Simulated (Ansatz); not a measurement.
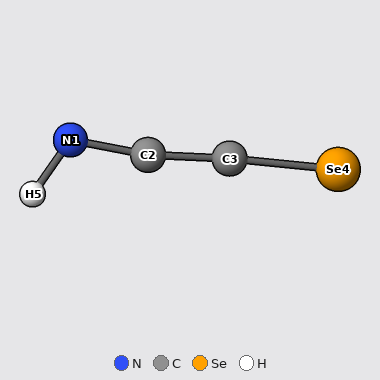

The system is C₂HNSe, SMILES N=C=C=[Se]; the picture shows the reference structure. First axis: bond length N1–C2. Second axis: bond length C2–C3. Nothing is relaxed (all other coordinates rigid). Grid: 9 × 9 points. Points are written as (first, second). Energies: eV, counted from the lowest grid point. Method: RKS PBE0-D4/def2-TZVP (Ansatz 0.2.0).

Its coordinates:

```xyz
5

N     0.7170    1.2090    0.5154
C     0.1717    0.1673    0.1316
C    -0.2901   -0.9912   -0.1362
Se   -0.9607   -2.5025   -0.5603
H     0.4120    2.0437    0.0081
```

Range: bond length N1–C2 from 1.088 to 1.546 Å; bond length C2–C3 from 1.122 to 1.594 Å.

Q: Predict the map.

A: The lowest grid point is at (1.260 Å, 1.299 Å). No other kind of well shows on this grid. The highest grid point, (1.546 Å, 1.594 Å), lies 4.31 eV above the lowest. Round the minimum the two coordinates are weakly coupled (coupling 0.08 in units of the two stiffnesses).

| bond length C2–C3 ↓, bond length N1–C2 → | 1.088 | 1.146 | 1.203 | 1.260 | 1.317 | 1.374 | 1.432 | 1.489 | 1.546 |
| --- | --- | --- | --- | --- | --- | --- | --- | --- | --- |
| 1.594 | 2.99 | 2.29 | 2.04 | 2.08 | 2.34 | 2.73 | 3.22 | 3.75 | 4.31 |
| 1.535 | 2.46 | 1.75 | 1.48 | 1.52 | 1.77 | 2.15 | 2.64 | 3.17 | 3.72 |
| 1.476 | 1.98 | 1.25 | 0.97 | 1.00 | 1.24 | 1.61 | 2.09 | 2.62 | 3.17 |
| 1.417 | 1.57 | 0.83 | 0.53 | 0.55 | 0.77 | 1.14 | 1.61 | 2.13 | 2.67 |
| 1.358 | 1.28 | 0.51 | 0.20 | 0.20 | 0.41 | 0.77 | 1.23 | 1.74 | 2.27 |
| 1.299 | 1.14 | 0.35 | 0.02 | 0.00 | 0.20 | 0.54 | 0.99 | 1.49 | 2.02 |
| 1.240 | 1.23 | 0.41 | 0.06 | 0.02 | 0.20 | 0.53 | 0.96 | 1.45 | 1.97 |
| 1.181 | 1.63 | 0.79 | 0.41 | 0.35 | 0.51 | 0.81 | 1.23 | 1.71 | 2.21 |
| 1.122 | 2.46 | 1.59 | 1.18 | 1.10 | 1.23 | 1.52 | 1.92 | 2.38 | 2.87 |

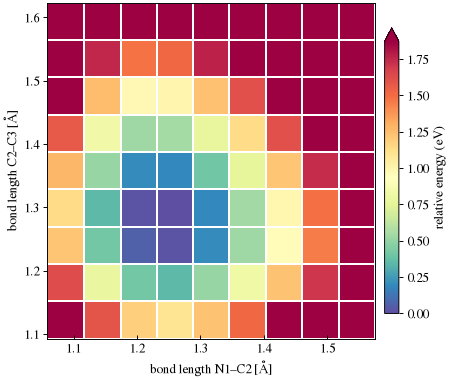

The picture shows one coloured cell a grid point, one colour for all values above the top of the scale.

The whole map (81 points run) took 9.2 min on 1 thread of Arm Neoverse V2, on a shared host.
